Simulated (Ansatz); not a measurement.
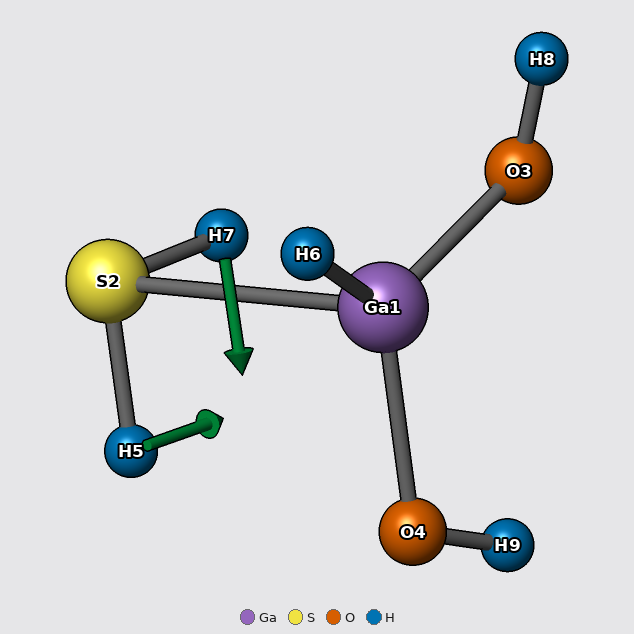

The arrows show one normal mode. Harmonic vibrations computed with RKS PBE0-D4/def2-TZVP (Ansatz 0.2.0) at a stationary point of the same level.

### What kind of motion is it?

Mostly H–S–H bending.

### Estimate its harmonic wavenumber.

1206 cm⁻¹; it is mode 16 of 21 counted from the lowest.
